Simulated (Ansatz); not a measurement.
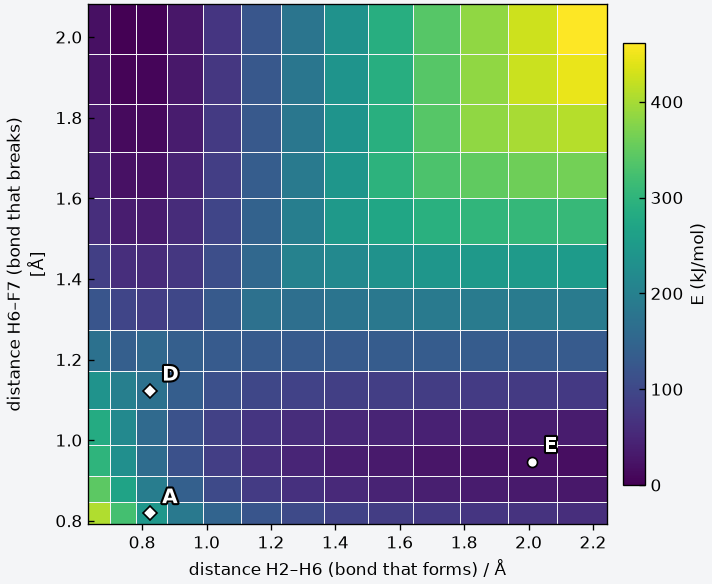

The reacting system F₄GeH₂ (fragments F₃GeH + FH where the first distance is long, F₄Ge + H₂ where the second is long). First axis: distance H2–H6 (bond that forms). Second axis: distance H6–F7 (bond that breaks). Relaxed at each point: all other coordinates. The grid has 13 × 13 points. Points are written as (first, second). All energies are given in kJ/mol relative to the lowest grid point. Energies and slopes of some neighbouring points disagree (a jump in structure or state, or too coarse a mesh). The reference is spin-restricted, so regions where a bond is pulled apart into radicals lie too high. Theory: RKS PBE-D4/def2-SVP in Ansatz.

In the figure: one coloured cell a grid point, lettered points.

### Is A the lowest point of the computed grid?

No. A lies 244 kJ/mol above the lowest grid point, which is at (0.733 Å, 2.019 Å).

### Rank the lettered points by energy, lowest first.

E (20 kJ/mol), D (172 kJ/mol), A (244 kJ/mol).
